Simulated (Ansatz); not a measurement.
# The potential step between two gates: puckered PAs bilayer, AB

Two oppositely charged gates put a neutral stack in a displacement field D. The voltage between them is D/ε₀ times an electrical distance, shorter than the real one because the stack screens.

How it was computed: Ansatz 0.2.0, plane waves with PAW datasets (its set soft_2), PBE-D3(BJ); isolated slab, charged sheets 5 Å from the outer atoms behind model barriers, atoms held. Voltages count from the uncharged case.

```
  run  D/ε₀ (V/nm)  step in an electron's potential, upper less lower gate (eV)
run 1       −1.810                                                       −1.442
run 2        0.000                                                        0.000
run 3        0.905                                                        0.721
run 4        1.810                                                        1.442
run 5        2.714                                                        2.163
run 6        3.619                                                            ?
```

**Question.** What value belongs in the row marked “?”, and how far can the other rows tell?

A least-squares line through the 5 rows shown has slope 0.7968 and intercept 0.0001; no row lies more than 0.001 eV off it. The size of the slope, 0.797 nm, is the electrical distance; the sheets are 1.777 nm apart, and screening reaches beyond the outer atoms. At 3.619 it gives 0.7968 × 3.619 + 0.0001 = 2.884 eV, beyond the rows fitted. Rounding and scatter of the rows alone allow about ±0.001 eV there.

The run itself gives 2.883 eV: a miss of −0.001 eV, or 0.0 % of the value. Screening stays linear to within 1 % over this range.

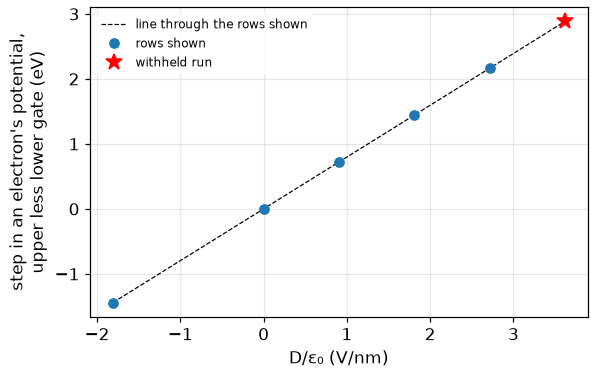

The fit and the withheld run.

**Limits.** The gates are model sheets, not atoms.

[Logs are printed without paths, hosts, clocks, repeated set-up lines and the standing remarks that a program may print on its own settings, such as how far it seeks lower states.]
